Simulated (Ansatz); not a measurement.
C3H6FIn (SMILES C=C[CH2][InH][F])

```yaml
atoms:
  - { symbol: C, position_ang: [-1.4380, 0.7767, -0.8894] }
  - { symbol: C, position_ang: [-0.5844, -0.2450, -0.8678] }
  - { symbol: C, position_ang: [0.8491, -0.1695, -0.4974] }
  - { symbol: In, position_ang: [0.9616, -0.6487, 1.6005] }
  - { symbol: F, position_ang: [1.4845, 0.9885, 2.5614] }
  - { symbol: H, position_ang: [-1.1209, 1.7877, -0.6525] }
  - { symbol: H, position_ang: [-2.4780, 0.6338, -1.1554] }
  - { symbol: H, position_ang: [-0.9616, -1.2363, -1.1156] }
  - { symbol: H, position_ang: [1.2541, 0.8395, -0.5838] }
  - { symbol: H, position_ang: [1.4650, -0.8638, -1.0695] }
  - { symbol: H, position_ang: [0.6340, -1.9199, 2.6902] }
```

Geometry: PBE0-D4/def2-TZVP; core potentials replace the inner electrons of In.

Level of theory: RKS PBE0-D4/def2-TZVPP in Ansatz 0.2.0.

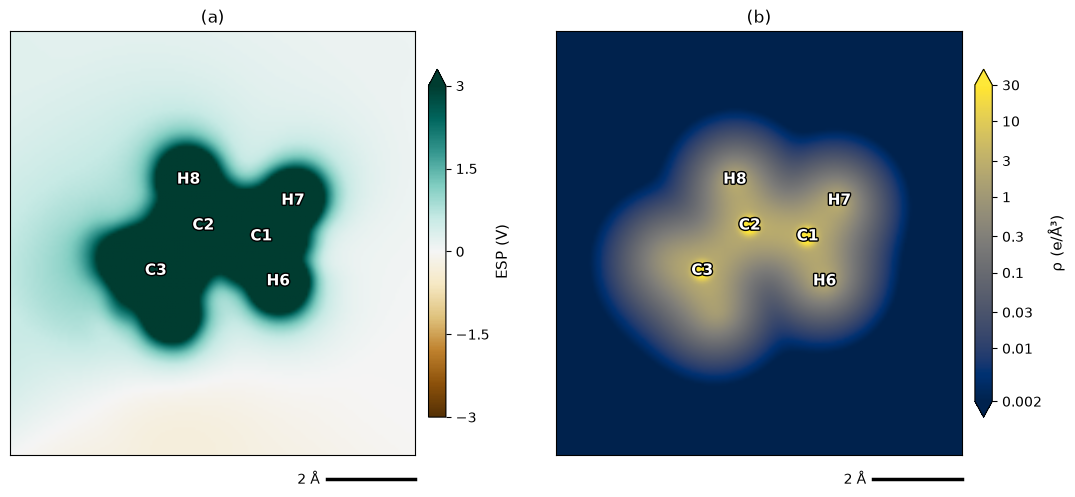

Figure 1. (a) electrostatic potential; (b) electron density on the plane of atoms C2, C1 and H6.

Interpret the plot.

- Atoms in the plane: C and H.
- C–C (1.33 Å): the density is about 2.4 e/Å³ at the midpoint.
- C–H (1.08 Å): ρ at the midpoint is about 2.1 e/Å³.
- C–C (1.48 Å): ρ at the midpoint is about 1.8 e/Å³.
- Outside the dense part of the molecule the potential is most negative (−0.3 V) near H9, which lies off the plane.

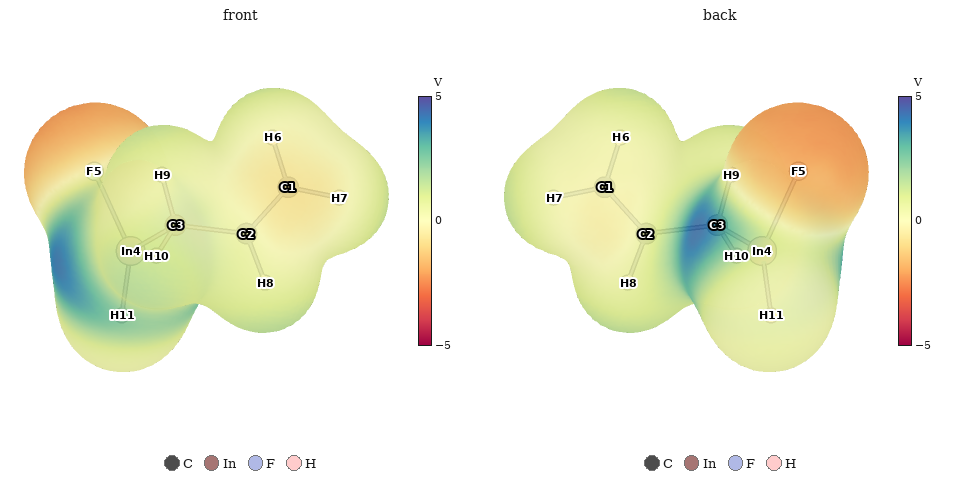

Figure 2. The electrostatic potential painted on the density surface at 0.004 e/bohr³, seen from the front and from behind; red is negative and blue positive.

Which sites attract a positive test charge, and which a negative one?

A positive charge is drawn to the negative regions and a negative charge to the positive ones. The most negative region (about −2.2 V) lies over F5, the most positive (about +4.2 V) over In4.

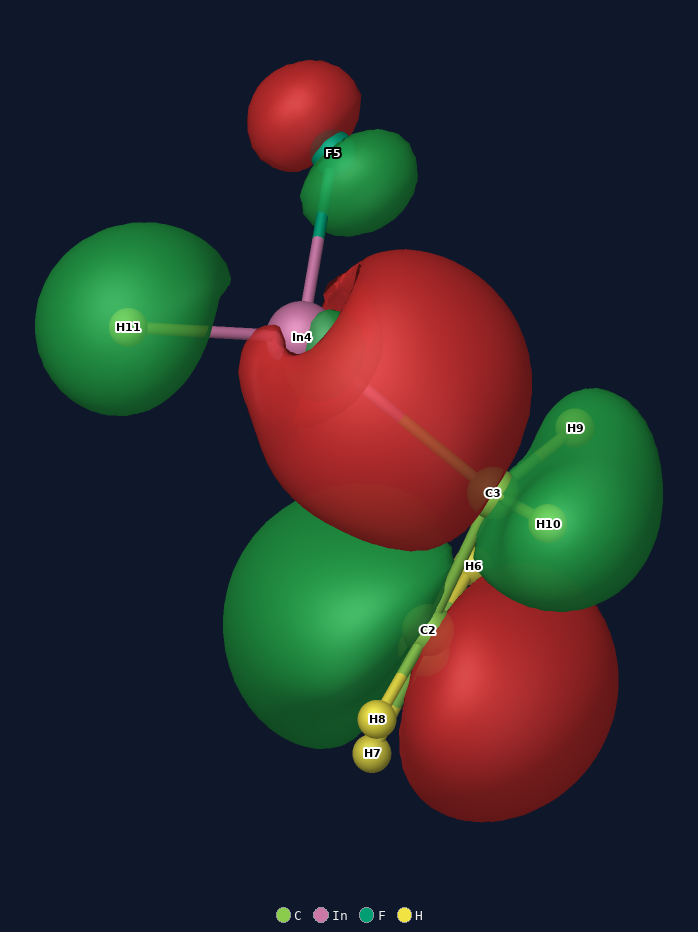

Figure 3. One frontier orbital at ±0.08 Å⁻³ᐟ² (green and red are the two phases), seen at an oblique angle.

Which orbital is it: HOMO or LUMO?

The HOMO, at −6.93 eV. Its weight (Hirshfeld) is mainly on C1 (about 30 %), C2 (about 20 %), C3 (about 15 %) and In4 (about 15 %).
